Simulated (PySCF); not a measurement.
System: C2H16BrGaN2SeSi2.

Input file:

```
{"job": {"kind": "inter", "xc": "PBE0", "basis": "def2-SVP", "disp": "d3bj", "pairs": false}, "charge": 0, "multiplicity": 1, "parts": [{"atoms": "0-14", "charge": 0, "multiplicity": 1}, {"atoms": "15-24", "charge": 0, "multiplicity": 1}]}
C     -0.566679     2.431184    -2.046556
Se    -1.038275     0.741882    -1.184040
C     -0.304200     1.101175     0.598458
Ga    -0.328709    -0.522254     1.834422
N      0.753630    -1.726583     0.320730
H     -1.049836     3.250167    -1.516154
H      0.514581     2.550559    -2.026043
H     -0.919950     2.391995    -3.073339
H     -0.825251     2.001118     0.953259
H      0.739651     1.397487     0.416911
H      0.883443    -0.689058     2.771820
H     -1.439486    -1.583229     1.842267
H      0.871494    -2.685259     0.644389
H      1.679930    -1.351756     0.121566
H      0.236964    -1.753323    -0.559064
N     -1.373858     0.589768     3.494207
Si    -3.152677     0.585238     3.480010
Si    -3.829512     0.720603     1.266949
Br    -6.056654     0.951566     1.381283
H     -0.974412     1.524466     3.525298
H     -1.013138     0.110327     4.314410
H     -3.521291    -0.655768     4.166401
H     -3.541252     1.724819     4.330367
H     -3.470700     1.952945     0.563480
H     -3.685294    -0.445999     0.407372
```

Command:

```sh
OMP_NUM_THREADS=1 python cluster_run.py task.json out
```

Geometry: GFN2-xTB.

These are results of PySCF, PBE0-D3(BJ)/def2-SVP, SCF density, gas phase, not measurements.

What will maps of the electron density and electron localisation function show?

Answer. C–Ga (2.04 Å): the density is about 0.69 e/Å³ at the midpoint; the ELF peaks at about 0.95 in the valence shell of C, 0.7 Å from its nucleus, and is about 0.60 at the midpoint.
Ga–N (2.22 Å): the density is about 0.39 e/Å³ at the midpoint; the ELF peaks at about 0.95 in the valence shell of N, 0.7 Å from its nucleus, and is about 0.25 at the midpoint.

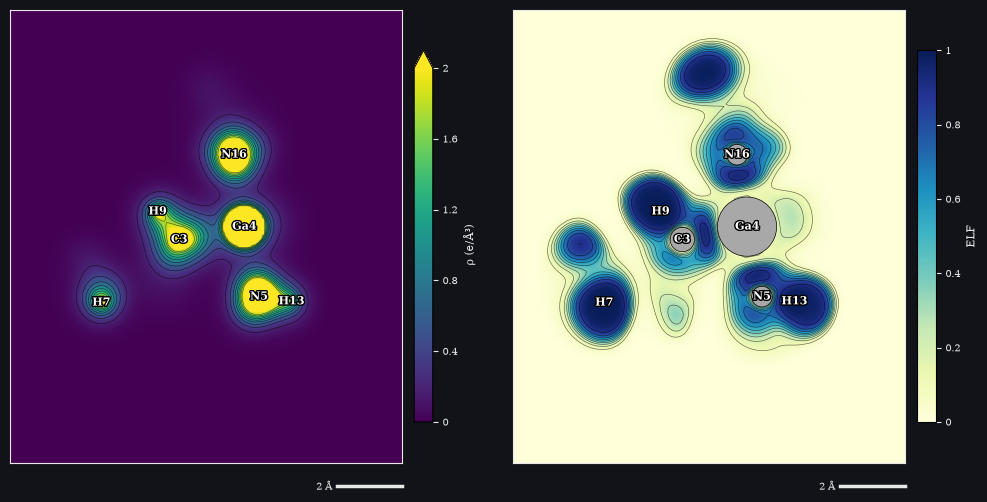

Computed electron density and electron localisation function on the plane of atoms Ga4, C3 and H9, in this order. Grey discs cover the atomic cores in the ELF map. 
